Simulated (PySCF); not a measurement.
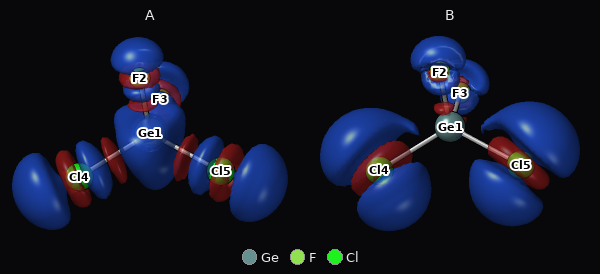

Figure. Cl2F2Ge. The two Fukui functions at ±0.015 e/Å³ (blue positive, red negative).

PySCF calculation, CAM-B3LYP/def2-SVPD, gas phase; geometry: GFN2-xTB. No frequency check shows the geometry to be a minimum. GFN2-xTB bond lengths at metals and heavier atoms can be off by up to 0.1 Å and shapes distorted, which carries into these values.

Cartesian coordinates (Å):

```
Ge1      0.0000    0.1767    0.0001
F2      -0.0006    1.3128   -1.3230
F3       0.0006    1.3130    1.3227
Cl4      1.7966   -0.8614   -0.0003
Cl5     -1.7967   -0.8614    0.0002
```

### Which panel is f⁻ (electron removed) and which f⁺ (electron added)?

A is f⁺, B is f⁻. f⁻ (Hirshfeld-condensed) is largest on Cl4 and Cl5 (0.40 each); the vertical ionisation energy is 13.05 eV (the stability of the cation's solution wasn't checked). f⁺ (Hirshfeld-condensed) is largest on Cl4 and Cl5 (0.28 each) and Ge1 (0.24); the vertical electron affinity is 0.56 eV (the stability of the anion's solution wasn't checked; the anion's highest orbital has positive energy, so this value and f⁺ depend on the basis).

### What chemical potential and hardness follow from the two energies?

μ = −(I + A)/2 = −6.80 eV and η = I − A = 12.49 eV.

Run time: 2.3 min on 1 thread of Arm Neoverse N1 (shared host), peak memory 0.71 GiB.
